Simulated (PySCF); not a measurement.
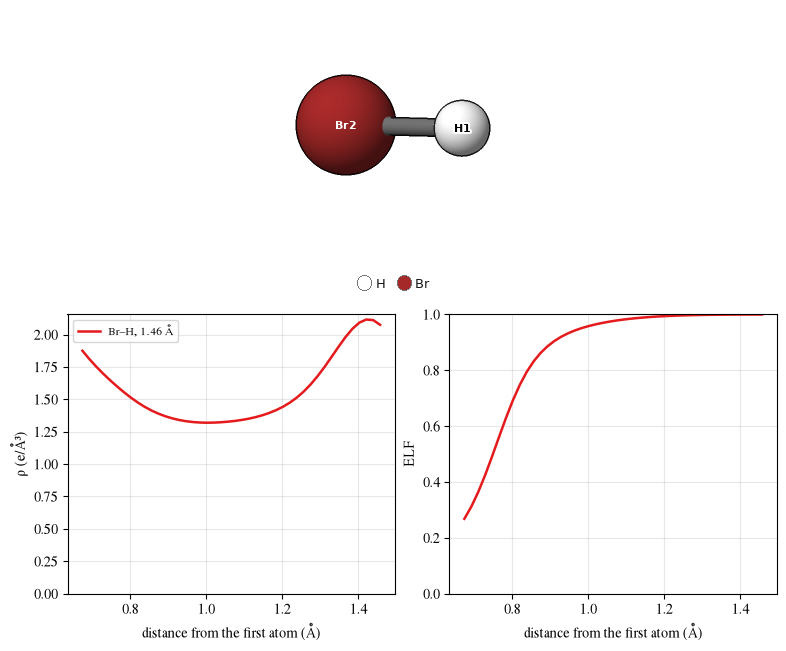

HBr (charge +1, doublet). Total electron density and electron localisation function along straight lines between neighbouring atoms. The curves leave out the atomic cores. The structure is drawn too.

All numbers below come from PySCF 2.14.0, PBE0/cc-pVTZ(-PP), non-relativistic Hamiltonian with scalar-relativistic core potentials where named, at a bond length of 1.457 Å.

Q: What can be read from the curves?

A: Br–H (1.46 Å): ρ at the midpoint is about 1.7 e/Å³; the ELF climbs to about 1 towards the hydrogen, as it does in any bond to H.
